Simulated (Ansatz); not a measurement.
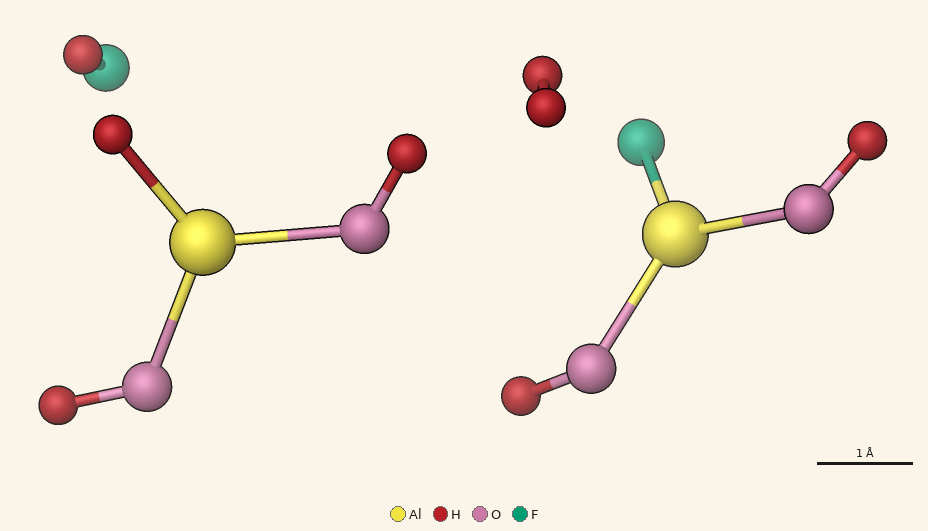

Two geometries of AlH4O2F, drawn at one scale. One is the start of a relaxation, the other its converged end. The picture is a ball-and-stick view, seen at a tilt.

All numbers below come from RKS PBE-D4/def2-SVP in Ansatz. Settings: no spin polarisation; force threshold 0.03 eV/Å; at most 50 steps.

### Which of the two is the end point?

The right one is the relaxed one. The run prepares an end point of a later path (reaction) calculation, from a guessed geometry. The energy falls by 1.514 eV in 15 accepted moves (16 points after the start). Largest force component: 0.5 eV/Å at the start, 0.022 eV/Å at the end. The line search rejected the trial step at point 13 of the run. The F atom moves most after the best rigid fit: 1.09 Å. Largest moves by element: F 1.09 Å, H 1.04 Å, Al 0.73 Å, O 0.34 Å. Near-neighbour distances that change, for instance: F–H 0.934 → 2.346 Å, Al–F 2.880 → 1.684 Å, H–H 1.859 → 0.774 Å, Al–H 1.576 → 2.332 Å. New bonds form, among them: Al–F (2.88 → 1.68 Å), H–H (1.86 → 0.77 Å). Bonds break, among them: Al–H (1.58 → 2.33 Å), F–H (0.93 → 2.35 Å). Among the angles between lasting bonds that change: Al–O–H 124.0° → 121.8°. Cost: 45 s on 1 thread of Arm Neoverse V1 (shared host), peak memory 0.14 GiB.
